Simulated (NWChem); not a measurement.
**BNH2F (SMILES N[B]F) at U-revPBE0/STO-3G (esp resp)**

What is the energy difference between two shapes of BNH2F at U-revPBE0/STO-3G (esp resp)? 

The results are computed with NWChem 7.3.0.

3 further runs of the same task are left out: 3 that didn't finish.

## 1. Starting point

BNH2F: 5 atoms, total charge 0, spin state doublet. As SMILES, `N[B]F`. The shape is that of a PBE0-D4/def2-TZVP optimisation. This is one conformer, not always the lowest.

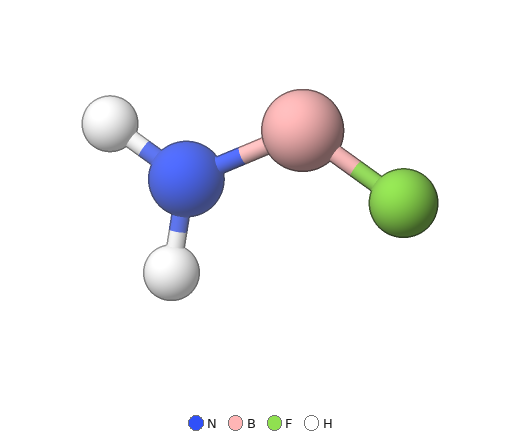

Viewed from a chosen angle; nitrogen blue, boron pink, fluorine green, hydrogen white.

## 2. The energy at U-revPBE0/STO-3G (esp resp)

bfh2n.nw reads:

```
start bfh2n
title "BFH2N energy"
memory total 2200 mb

geometry units bohr noautoz
  N   -0.59564167   0.53781606  -0.56370530
  B    0.48528167  -1.70963522   0.22544433
  F    2.24216005  -1.80865687   2.00424353
  H   -1.92676476   0.60849181  -1.91240284
  H   -0.11054898   2.23308936   0.16799665
end

basis "ao basis" spherical bse
  N library STO-3G
  B library STO-3G
  F library STO-3G
  H library STO-3G
end

dft
  xc revpbe 0.75 cpbe96 1.0 hfexch 0.25
  mult 2
  grid coarse
  maxiter 200
  mulliken
  print medium
end

esp
  restrain
  range 0.4
  spacing 0.035
  recalculate
end

task dft energy
task esp
```

Launch:

```sh
$ nwchem bfh2n.nw > bfh2n.out
```

The program printed:

```text
[...]
 Group name             Cs
[...]
          Wavefunction type:  spin polarized.
          No. of atoms     :     5
          No. of electrons :    23
[...]
          Charge           :     0
          Spin multiplicity:     2
[...]
          AO basis - number of functions:    17
[...]
              XC Information
              --------------
                     Hartree-Fock (Exact) Exchange  0.250
                        RevPBE Exchange Functional  0.750
            Perdew 1991 LDA Correlation Functional  1.000 local
           PerdewBurkeErnz. Correlation Functional  1.000 non-local
[...]
 d= 0,ls=0.0,diis     1   -178.0251385504 -2.37D+02  3.96D-02  9.03D-02     0.1
[...]
 d= 0,ls=0.0,diis     9   -178.1035923049 -1.30D-08  5.81D-06  1.46D-09     0.5
[...]
         Total DFT energy =     -178.103592304909
      One electron energy =     -363.236495833419
           Coulomb energy =      148.658362478772
    Exchange-Corr. energy =      -22.348247606232
 Nuclear repulsion energy =       58.822788655971
[...]
      Total Density - Mulliken Population Analysis
     ---------------------------------------------
    Atom       Charge   Shell Charges
 -----------   ------   -------------------------------------------------------
    1 N    7     7.49   1.99  1.48  4.02
    2 B    5     4.78   1.99  0.97  1.82
    3 F    9     9.13   2.00  1.94  5.19
    4 H    1     0.80   0.80
    5 H    1     0.81   0.81
[...]
      <S2> =      0.7531 (Exact =     0.7500)
[...]
 Dipole moment                                  0.596111    0.596007    0.596007
 Quadrupole moment Qxx                          2.393756    2.382150    2.382150
                   Qyy                         -2.028450   -2.029099   -2.029099
                   Qzz                         -0.365306   -0.353051   -0.353051
[...]
```

It took 1.7 s on 1 thread of AMD EPYC 7B13 (Zen 3), shared host; peak memory 0.1 GiB.

## 3. The distorted shape, same level

work.nw reads:

```
start work
memory total 2200 mb

geometry noautoz
  N       -0.247331       0.401141      -0.152337
  B        0.283783      -0.908204       0.089571
  F        1.208381      -0.901689       1.011876
  H       -0.945874       0.373492      -1.105499
  H       -0.060444       1.236931      -0.118495
end

basis "ao basis" spherical bse
  N library STO-3G
  B library STO-3G
  F library STO-3G
  H library STO-3G
end

dft
  xc revpbe 0.75 cpbe96 1.0 hfexch 0.25
  mult 2
  grid coarse
  maxiter 200
  mulliken
end

esp
  restrain
  range 0.4
  spacing 0.035
  recalculate
end

task dft energy
task esp
```

Launch:

```sh
$ nwchem work.nw > work.out
```

The program printed:

```text
[...]
          Wavefunction type:  spin polarized.
          No. of atoms     :     5
          No. of electrons :    23
[...]
          Charge           :     0
          Spin multiplicity:     2
[...]
          AO basis - number of functions:    17
[...]
              XC Information
              --------------
                     Hartree-Fock (Exact) Exchange  0.250
                        RevPBE Exchange Functional  0.750
            Perdew 1991 LDA Correlation Functional  1.000 local
           PerdewBurkeErnz. Correlation Functional  1.000 non-local
[...]
 d= 0,ls=0.0,diis     1   -177.9427709957 -2.37D+02  4.17D-02  1.05D-01     0.2
[...]
 d= 0,ls=0.0,diis    10   -178.0298344864 -1.02D-08  4.70D-06  1.32D-09     0.8
[...]
         Total DFT energy =     -178.029834486404
      One electron energy =     -363.861551216936
           Coulomb energy =      148.923551726242
    Exchange-Corr. energy =      -22.339630512394
 Nuclear repulsion energy =       59.247795516684
[...]
      Total Density - Mulliken Population Analysis
     ---------------------------------------------
    Atom       Charge   Shell Charges
 -----------   ------   -------------------------------------------------------
    1 N    7     7.50   1.99  1.50  4.01
    2 B    5     4.75   1.99  1.00  1.76
    3 F    9     9.12   2.00  1.94  5.18
    4 H    1     0.87   0.87
    5 H    1     0.76   0.76
[...]
      <S2> =      0.7536 (Exact =     0.7500)
[...]
 Dipole moment                                  0.490397    0.490119    0.490119
 Quadrupole moment Qxx                          2.073347    2.066421    2.066421
                   Qyy                         -0.814627   -0.815531   -0.815531
                   Qzz                         -1.258720   -1.250889   -1.250889
[...]
```

Run time: 1.9 s. Hardware: 1 thread of AMD EPYC 7B13 (Zen 3), shared host; peak memory 0.11 GiB.

## 4. Summary of results

At U-revPBE0/STO-3G (esp resp):

| quantity | value |
| --- | --- |
| first shape: total energy | -178.10359 Eh |
| first shape: dipole moment | 1.58 D |
| first shape: HOMO energy (highest over α and β) | -2.14 eV |
| first shape: LUMO energy (lowest over α and β) | 3.82 eV |
| first shape: ⟨S²⟩ | 0.753 |
| distorted shape: total energy | -178.02983 Eh |
| distorted shape: dipole moment | 1.33 D |
| distorted shape: HOMO energy (highest over α and β) | -3.03 eV |
| distorted shape: LUMO energy (lowest over α and β) | 2.91 eV |
| distorted shape: ⟨S²⟩ | 0.754 |
| energy change with the atoms displaced | 2.007 eV |

With the atoms displaced the energy rises by 2.01 eV (194 kJ/mol). The first shape isn't relaxed at this level, so the change isn't measured from a minimum. The minimal basis adds a large error of its own.
